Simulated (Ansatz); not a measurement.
**Ru(0001) film, 1 layer, flat: channels in plane against thickness**

Wanted: in-plane conductance by layer count, from Ru(0001) film, 1 layer, flat.

Program: Ansatz 0.2.0. Level of theory: Ansatz plane-wave DFT, PBE, PAW files; ballistic transport by layer matching (Landauer), zero bias; PAW set soft_1. Results are calculated unless marked as measured.

## Step 1: Starting point

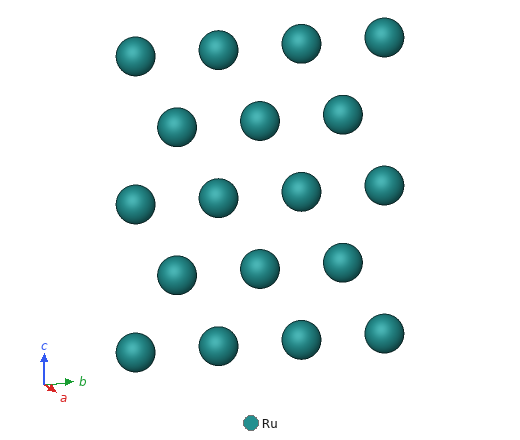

Start, viewed from the side, with the c axis up; ruthenium teal. 1×3×2 cells are drawn. Some periodic images of atoms are drawn too.

The cell holds 2 atoms: 2 Ru. Its edges and angles: a = 11.000 Å, b = 2.706 Å, c = 4.687 Å, α = 90.0°, β = 90.0°, γ = 90.0°. It derives from Ru. Vacuum lies along a. The structure's axis is c.

## Step 2: With 1 layer

Vacuum lies along the first vector, which takes one k-point, and the current runs in the film's plane. One period is a perfect wire, so its channels are the result. Energies from -0.27 to 0.27 eV in steps of 0.036 eV cover the slope of the Fermi function at 300 K, so the program can form a conductance.

input.yaml

```yaml
crystal:
  lattice:
    - [11.0, 0.0, 0.0]
    - [0.0, 2.7058, 0.0]
    - [0.0, 0.0, 4.6865830751]
  atoms:
    - { symbol: Ru, position: [0.4090909091, 0.0, 0.0] }
    - { symbol: Ru, position: [0.4090909091, 0.5, 0.5] }
kpoints:
  mp_grid: { grid: [1, 15, 9] }
hamiltonian:
  xc: pbe
  pseudopotentials: { kind: paw, azcp: { folder: soft_1 } }
scf:
  occupations: { method: fermi_dirac, width: 0.1 }
output:
  transmission:
    leads: [[0, 0]]
    kmesh: [1, 34]
    e_range: [-0.27, 0.27]
    de: 0.036
```

Launch:

```bash
> ansatz run input.yaml --threads 8 --pin off --max-ram 15360MiB --backend cpu --events-out ev --progress --plain --runs-dir out
```

Numbers of over 12 decimals in the logs are rounded to 6 here.

Output:

```text
Engine: ansatz 0.2.0, x86_64-unknown-linux-gnu
Pseudopotentials: kind: paw
Pseudopotential: Ru, paw, valence charge 16, recommended cutoff 420 eV (normal), soft_1/Ru.paw.azcp
Functional definition: PBE
  parameter kappa = 0.804
  parameter beta = 0.066725
  exchange = pbe_x(kappa = kappa, mu = beta*pi^2/3)
  correlation = pbe_c(beta = beta)
Crystal: 2 atoms, lattice volume = 139.491 Å³
Basis set: ecut = 420 eV, 2727 PW (Γ)
Bands: 20, of which v1, the nominal top of the filled ones, is band 16 counted from 1 (15 counted from 0)
Symmetry: 16 space group operations
Space group: P6/mmm (ITA 191), of the structure as read, at distance tolerance 5.2e-5 Å
k-points: 40 of 135
Non-local potential: Ru, projectors of the file, l = 0: 3, l = 1: 2, l = 2: 2, l = 3: 1
PAW form: soft (Blöchl's): semilocal exchange-correlation on the pseudo side does not see the compensation charge
PAW one-centre angular grid: Ru, 590 points (default); XC on 64 Gauss nodes
Initial density: superposition of atomic densities (neutral atoms: chi_scale 0, normalization atom)
Initial wavefunctions: pseudopotential atomic-orbital guess
Functional: x = pbe(κ = 0.804, μ = 0.219515), c = pbe(β = 0.066725)
SCF iter   1: F=—  HF=-11753.188244 eV  |F-HF|=—  |Δ(HF+E_count)|=         —  Δρ=4.57e-2  dr2=3.10e0  ethr=3.10e-3  ⟨swp⟩=6.3  Hψ=8087  notcnv=0  defer=6
automatic band count: the SCF goes on with 24 bands, as 20 were too few: the levels above may hold too much charge
preconditioner: auto → LDOS  [metal: Δε(μ)=0.021 eV  Ē_g=6.055 eV  σ=0.100 eV  W_gap=0.05  n_scr=16 (ndim 8)  ℏωp=12.6 eV  f_vac=0.605  D(μ)=7.18/eV (n_scr^D=72)  β→1.0]
SCF iter   2: F=—  HF=-11752.521988 eV  |F-HF|=—  |Δ(HF+E_count)|=   6.66e-1  Δρ=2.90e-2  dr2=8.23e-1  ethr=3.10e-3  ⟨swp⟩=3.0  Hψ=2381  notcnv=0  defer=24
SCF iter   3: F=—  HF=-11752.428565 eV  |F-HF|=—  |Δ(HF+E_count)|=   9.34e-2  Δρ=6.58e-3  dr2=5.71e-2  ethr=2.57e-3  ⟨swp⟩=2.3  Hψ=1887  notcnv=0  defer=27
SCF iter   4: F=—  HF=-11752.422565 eV  |F-HF|=—  |Δ(HF+E_count)|=   6.00e-3  Δρ=1.96e-3  dr2=4.97e-3  ethr=1.79e-4  ⟨swp⟩=2.0  Hψ=1689  notcnv=0  defer=28
SCF iter   5: F=—  HF=-11752.422156 eV  |F-HF|=—  |Δ(HF+E_count)|=   4.09e-4  Δρ=6.36e-4  dr2=3.19e-4  ethr=1.55e-5  ⟨swp⟩=2.4  Hψ=1395  notcnv=0  defer=28
SCF iter   6: F=—  HF=-11752.422273 eV  |F-HF|=—  |Δ(HF+E_count)|=   1.18e-4  Δρ=1.42e-4  dr2=4.65e-5  ethr=9.98e-7  ⟨swp⟩=2.2  Hψ=1338  notcnv=0  defer=28
SCF iter   7: F=—  HF=-11752.422273 eV  |F-HF|=—  |Δ(HF+E_count)|=   6.70e-7  Δρ=1.09e-4  dr2=8.19e-6  ethr=1.45e-7  ⟨swp⟩=2.6  Hψ=1387  notcnv=0  defer=28
SCF iter   8: F=—  HF=-11752.422272 eV  |F-HF|=—  |Δ(HF+E_count)|=   4.20e-7  Δρ=1.16e-5  dr2=1.49e-7  ethr=2.56e-8  ⟨swp⟩=2.2  Hψ=1400  notcnv=0  defer=28
SCF iter   9: F=-11752.422272 eV  HF=-11752.422272 eV  |F-HF|=6.03e-9  |Δ(HF+E_count)|=   2.53e-7  Δρ=2.96e-6  dr2=1.10e-8  ethr=3.13e-10  ⟨swp⟩=7.8  Hψ=3128  notcnv=0
SCF 1 converged in 9 iterations: F = -11752.422272 eV  dr2 = 1.10e-8
  greatest PAW one-centre occupation: 0.999 electrons in one spin orbital (limit 2), on the Ru atom at site 1 (counted from 0), in its partial waves of l = 0
transmission: 16 of 144 steps passed
transmission: 32 of 144 steps passed
[...]
transmission: 144 of 144 steps passed
SCF converged after 9 iterations
Free energy (F): -11752.422272 eV
Harris-Foulkes:  -11752.422272 eV  (|F-HF|=6.03e-9)
Internal energy: -11752.169351 eV  (E = F + TS)
E sigma→0 (E₀):  -11752.295812 eV
Entropy (-TS):   -0.252922 eV (-126.461 meV/atom)
Fermi energy:    0.057878 eV
--- Per-component energies (eV) ---
  E_band       = -823.791384
  E_kinetic    = 905.821090
  E_local      = -12654.118110  (includes V_loc(G=0)·N_el)
  E_nonlocal   = 833.152744
  E_hartree    = 5541.616875
  E_xc         = -330.979606
  E_vxc        = -417.537137  (∫ρ·V_xc dr)
  E_paw        = -7004.575631  (= ΣΔE_a)
  E_vpaw       = -574.355652  (= ΣTr[D̂ρ^β])
  E_aug_tail   = 0.001301  (compensation charges beyond the density's cutoff)
  E_ewald      = 956.911987
  E_smearing   = -0.252922  (= −TS)
  E_closure    = -0.000000  (closes the sum)
  Σ components = -11752.422272   (vs F -11752.422272, Δ=0.00e0)
--- Band table (eV; the first three rows and the last of 40) ---
  k-point 0: bands = [... 12 lower, -1.4522, -1.4498, 0.0829, 0.2529, 0.9443, 0.9469, 1.5048, 2.3189, ... 4 higher]
  k-point 1: bands = [... 12 lower, -1.4442, -1.3615, 0.0180, 0.2725, 0.5041, 0.9220, 1.9577, 2.1640, ... 4 higher]
  k-point 2: bands = [... 12 lower, -1.3116, -1.1016, -0.1717, -0.1162, 0.3292, 0.8584, 1.6908, 1.7411, ... 4 higher]
  k-point 39: bands = [... 12 lower, 0.0506, 0.0829, 0.1951, 0.2606, 1.9302, 2.2047, 3.1934, 3.8341, ... 4 higher]
--- Transmission ---
  basis      : 261 plane waves across, 8 finite elements along
  points     : 18, standing for a mesh of 1 x 34
  filling    : by the input's occupations and mesh, since the crystals that have channels conduct as metals do. If one of these is a semiconductor, that mesh has misplaced its level
  energies   : 16 from -0.270000 to 0.270000 eV about the Fermi level, 0.036000 eV apart; the leads are filled to 0.000000 eV, and channels, transmission and decay are at 0.018000 eV
  crystal 0  : Ru2, at the sites [0, 0], period 4.6866 Å: whole cells are its period
    offset         : up to 0.0000 Å between an atom of the period and one for which it stands
    filled         : 15.2 meV under the level at which it is neutral
    channels       : 3.470588e0 a spin
    conductance    : 8.8211e14 S/m² at 300 K; may be off by some 0.0 % by where its bands' edges are placed, 6.8 % from the k-mesh, 1.1 % from the distance to neutral
```

It took 3.5 min on 8 threads of Intel Xeon at 2.70GHz, shared host; peak memory 1.3 GiB.

Reading the cycles: dr2 is the Hartree energy of the density residual (eV), the measure of convergence; HF is the Harris–Foulkes estimate of the energy, which meets the free energy F at convergence.

This step gave:

| Quantity | Value |
| --- | --- |
| free energy | -11752.4223 eV |
| energy at zero smearing | -11752.2958 eV |
| Fermi energy | 0.05788 eV |
| cell area | 29.76 Å² |
| open channels per spin nearest the Fermi level | 3.471 |
| estimated errors of the lead's conductance | 0, 6.8, 1.1 % (band edges, k-mesh, distance from neutral) |
| lead conductance per cell | 3.389 G₀ |

Per spin. Open channels, zone mean, lead against energy, zero at the Fermi level:

```tsv
energy (eV)	open channels, zone mean, lead
-0.270	3.41
-0.234	3.41
-0.198	3.35
-0.162	3.47
-0.126	3.53
-0.090	3.53
-0.054	3.41
-0.018	3.47
0.018	3.47
0.054	2.79
0.090	3.38
0.126	3.15
0.162	3.09
0.198	3.12
0.234	2.82
0.270	2.76
```

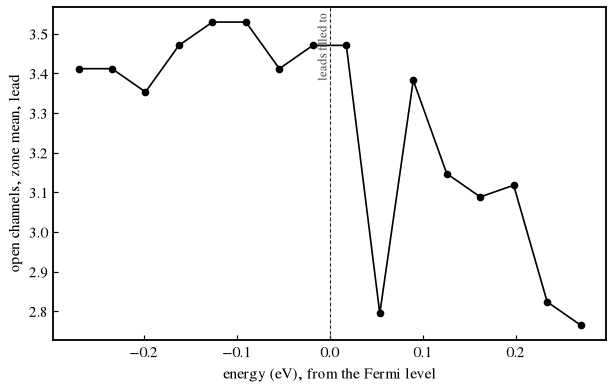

Open channels, zone mean, lead against energy.

The program's largest error estimate for it is 6.8 %, from the k-mesh.

## Step 3: With 2 layers, thickness 4.282 A

The film grows to 2 layers.

System of this step: Ru(0001) film, 2 layers, flat. The cell holds 4 atoms: 4 Ru. Its edges and angles: a = 13.141 Å, b = 2.706 Å, c = 4.687 Å, α = 90.0°, β = 90.0°, γ = 90.0°. It derives from Ru. Vacuum lies along a. The structure's axis is c.

input.yaml, the sections that differ from step 2:

```yaml
crystal:
  lattice:
    - [13.14095, 0.0, 0.0]
    - [0.0, 2.7058, 0.0]
    - [0.0, 0.0, 4.6865830751]
  atoms:
    - { symbol: Ru, position: [0.3424409955, 0.0, 0.0] }
    - { symbol: Ru, position: [0.3424409955, 0.5, 0.5] }
    - { symbol: Ru, position: [0.5053630065, 0.0, 0.3333333333] }
    - { symbol: Ru, position: [0.5053630065, 0.5, 0.8333333333] }
# kpoints, hamiltonian, scf, output: as in step 2
```

Output:

```text
[...]
Crystal: 4 atoms, lattice volume = 166.640 Å³
Basis set: ecut = 420 eV, 3261 PW (Γ)
Bands: 39, of which v1, the nominal top of the filled ones, is band 32 counted from 1 (31 counted from 0)
Symmetry: 8 space group operations
[...]
k-points: 40 of 135
[...]
k-point 39: bands = [... 28 lower, 4.3119, 4.3201, 5.0278, 5.0695, 5.7779, 5.9610, 6.1074, 6.1766, ... 3 higher]
--- Transmission ---
  basis      : 315 plane waves across, 10 finite elements along
  points     : 18, standing for a mesh of 1 x 34
[...]
crystal 0  : Ru4, at the sites [0, 0], period 4.6866 Å: whole cells are its period
[...]
filled         : 5.1 meV over the level at which it is neutral
    channels       : 3.352941e0 a spin
[...]
[key lines of the parts left out:]
SCF converged after 9 iterations
Free energy (F): -23510.801124 eV
Fermi energy:    4.272177 eV
```

Elapsed: 7 min, on 8 threads; peak memory 1.9 GiB.

Numbers from this step:

| Property | Result |
| --- | --- |
| free energy | -23510.8011 eV |
| energy at zero smearing | -23510.6857 eV |
| Fermi energy | 4.272 eV |
| cell area | 35.56 Å² |
| open channels per spin nearest the Fermi level | 3.529 |
| estimated errors of the lead's conductance | 0, 8.7, 0.3 % (band edges, k-mesh, distance from neutral) |
| lead conductance per cell | 3.369 G₀ |

Per spin. Open channels, zone mean, lead against energy, zero at the Fermi level:

```tsv
energy (eV)	open channels, zone mean, lead
-0.270	2.24
-0.234	2.53
-0.198	2.82
-0.162	2.88
-0.126	2.76
-0.090	3.12
-0.054	3.47
-0.018	3.53
0.018	3.35
0.054	3
0.090	2.76
0.126	2.62
0.162	3.03
0.198	3.5
0.234	3.32
0.270	3.5
```

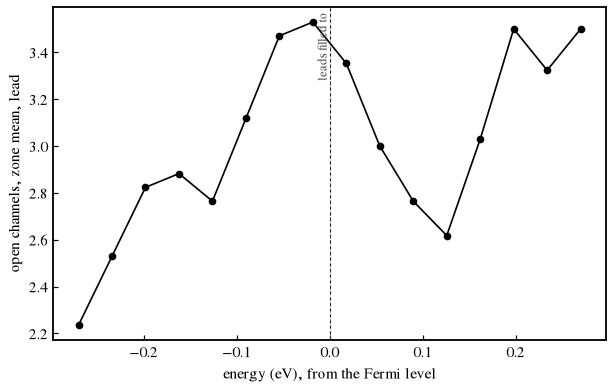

Open channels, zone mean, lead against energy.

The lead conductance per cell is 3.37 G₀, 0.57 % under the 3.39 G₀ of the last finished run, within the error estimates, leads' steps apart, of 6.8 and 8.7 %.

## Step 4: With 3 layers, thickness 6.423 A

The film grows to 3 layers.

System of this step: Ru(0001) film, 3 layers, flat. The cell holds 6 atoms: 6 Ru. Cell: a = 15.282 Å, b = 2.706 Å, c = 4.687 Å, α = 90.0°, β = 90.0°, γ = 90.0°. It derives from Ru. Vacuum lies along a. The structure's axis is c.

input.yaml, the sections that differ from step 3:

```yaml
crystal:
  lattice:
    - [15.2819, 0.0, 0.0]
    - [0.0, 2.7058, 0.0]
    - [0.0, 0.0, 4.6865830751]
  atoms:
    - { symbol: Ru, position: [0.2944660023, 0.0, 0.0] }
    - { symbol: Ru, position: [0.2944660023, 0.5, 0.5] }
    - { symbol: Ru, position: [0.4345631106, 0.0, 0.3333333333] }
    - { symbol: Ru, position: [0.4345631106, 0.5, 0.8333333333] }
    - { symbol: Ru, position: [0.574660219, 0.0, 0.0] }
    - { symbol: Ru, position: [0.574660219, 0.5, 0.5] }
# kpoints, hamiltonian, scf, output: as in step 3
```

Output:

```text
[...]
Crystal: 6 atoms, lattice volume = 193.789 Å³
Basis set: ecut = 420 eV, 3749 PW (Γ)
Bands: 58, of which v1, the nominal top of the filled ones, is band 48 counted from 1 (47 counted from 0)
Symmetry: 8 space group operations
[...]
k-points: 40 of 135 (time reversal used)
[...]
k-point 39: bands = [... 44 lower, 7.4590, 7.4930, 8.0861, 8.1260, 8.2968, 8.3307, 8.6407, 8.9141, ... 6 higher]
--- Transmission ---
  basis      : 363 plane waves across, 10 finite elements along
  points     : 18, standing for a mesh of 1 x 34
[...]
crystal 0  : Ru6, at the sites [0, 0], period 4.6866 Å: whole cells are its period
[...]
filled         : 4.4 meV under the level at which it is neutral
    channels       : 3.647059e0 a spin
[...]
[key lines of the parts left out:]
SCF converged after 9 iterations
Free energy (F): -35268.387871 eV
Fermi energy:    7.018703 eV
```

It took 8.9 min on 8 threads; peak memory 2.6 GiB.

Numbers from this step:

| Quantity | Value |
| --- | --- |
| free energy | -35268.3879 eV |
| energy at zero smearing | -35268.2854 eV |
| Fermi energy | 7.019 eV |
| cell area | 41.35 Å² |
| open channels per spin nearest the Fermi level | 3.647 |
| estimated errors of the lead's conductance | 0, 8, 0 % (band edges, k-mesh, distance from neutral) |
| lead conductance per cell | 3.654 G₀ |

Per spin. Open channels, zone mean, lead against energy, zero at the Fermi level:

```tsv
energy (eV)	open channels, zone mean, lead
-0.270	3.26
-0.234	3.32
-0.198	3.38
-0.162	3.32
-0.126	3.15
-0.090	3.79
-0.054	3.68
-0.018	3.65
0.018	3.65
0.054	3.76
0.090	3.65
0.126	3.82
0.162	3.76
0.198	3.88
0.234	3.82
0.270	3.82
```

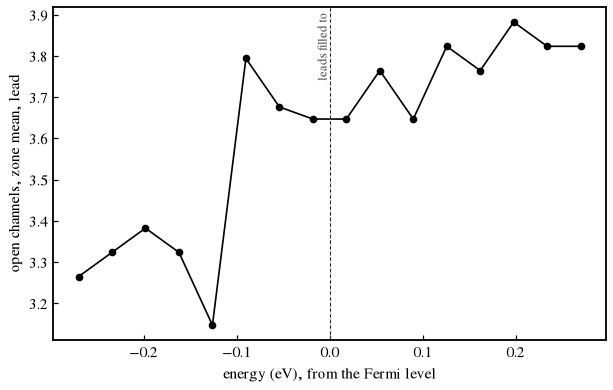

Open channels, zone mean, lead against energy.

The lead conductance per cell is 3.65 G₀, 8.4 % over the 3.37 G₀ of the last finished run, within the error estimates, leads' steps apart, of 8.7 and 8 %.

## Step 5: With 4 layers, thickness 8.564 A

The film grows to 4 layers.

System of this step: Ru(0001) film, 4 layers, flat. The cell holds 8 atoms: 8 Ru. Its edges and angles: a = 17.423 Å, b = 2.706 Å, c = 4.687 Å, α = 90.0°, β = 90.0°, γ = 90.0°. It derives from Ru. Vacuum lies along a. The structure's axis is c.

input.yaml, the sections that differ from step 4:

```yaml
crystal:
  lattice:
    - [17.42285, 0.0, 0.0]
    - [0.0, 2.7058, 0.0]
    - [0.0, 0.0, 4.6865830751]
  atoms:
    - { symbol: Ru, position: [0.2582815096, 0.0, 0.0] }
    - { symbol: Ru, position: [0.2582815096, 0.5, 0.5] }
    - { symbol: Ru, position: [0.3811632425, 0.0, 0.3333333333] }
    - { symbol: Ru, position: [0.3811632425, 0.5, 0.8333333333] }
    - { symbol: Ru, position: [0.5040449754, 0.0, 0.0] }
    - { symbol: Ru, position: [0.5040449754, 0.5, 0.5] }
    - { symbol: Ru, position: [0.6269267083, 0.0, 0.3333333333] }
    - { symbol: Ru, position: [0.6269267083, 0.5, 0.8333333333] }
# kpoints, hamiltonian, scf, output: as in step 4
```

Output:

```text
[...]
Crystal: 8 atoms, lattice volume = 220.938 Å³
Basis set: ecut = 420 eV, 4337 PW (Γ)
Bands: 77, of which v1, the nominal top of the filled ones, is band 64 counted from 1 (63 counted from 0)
Symmetry: 8 space group operations
[...]
k-points: 40 of 135
[...]
k-point 39: bands = [... 60 lower, 9.9715, 10.0092, 10.2362, 10.2933, 10.3063, 10.3283, 10.3374, 10.5278, ... 9 higher]
--- Transmission ---
  basis      : 419 plane waves across, 10 finite elements along
  points     : 18, standing for a mesh of 1 x 34
[...]
crystal 0  : Ru8, at the sites [0, 0], period 4.6866 Å: whole cells are its period
[...]
filled         : 14.2 meV under the level at which it is neutral
    channels       : 5.382353e0 a spin
[...]
[key lines of the parts left out:]
SCF converged after 10 iterations
Free energy (F): -47025.766214 eV
Fermi energy:    8.963439 eV
```

Run time: 13 min. Hardware: 8 threads; peak memory 3.4 GiB; 72 min of CPU time.

Numbers from this step:

- free energy: -47025.7662 eV
- energy at zero smearing: -47025.6048 eV
- Fermi energy: 8.963 eV
- cell area: 47.14 Å²
- open channels per spin nearest the Fermi level: 5.206
- estimated errors of the lead's conductance: 0, 9.4, 0.5 % (band edges, k-mesh, distance from neutral)
- lead conductance per cell: 5.305 G₀

Per spin. The open channels, zone mean, lead by energy, zero at the Fermi level:

```tsv
energy (eV)	open channels, zone mean, lead
-0.270	5.68
-0.234	5.56
-0.198	5.68
-0.162	5.62
-0.126	5.68
-0.090	5.32
-0.054	5.15
-0.018	5.21
0.018	5.38
0.054	5.38
0.090	5.44
0.126	5.82
0.162	5.56
0.198	5
0.234	4.59
0.270	4.76
```

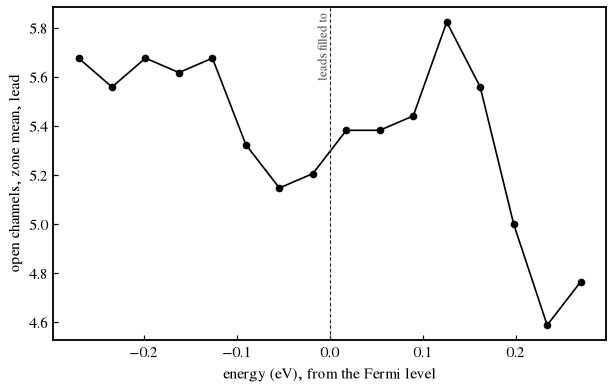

Open channels, zone mean, lead, plotted against energy.

The lead conductance per cell is 5.31 G₀, 45 % over the 3.65 G₀ of the last finished run.

[end of part 1 of 2]

[Logs are printed without paths, hosts, clocks, repeated set-up lines and the standing remarks that a program may print on its own settings, such as how far it seeks lower states.]

[Hosts, paths, dates, database ids (printed as entryN), source tags and the programs' standing remarks are cut or masked in the printed files.]
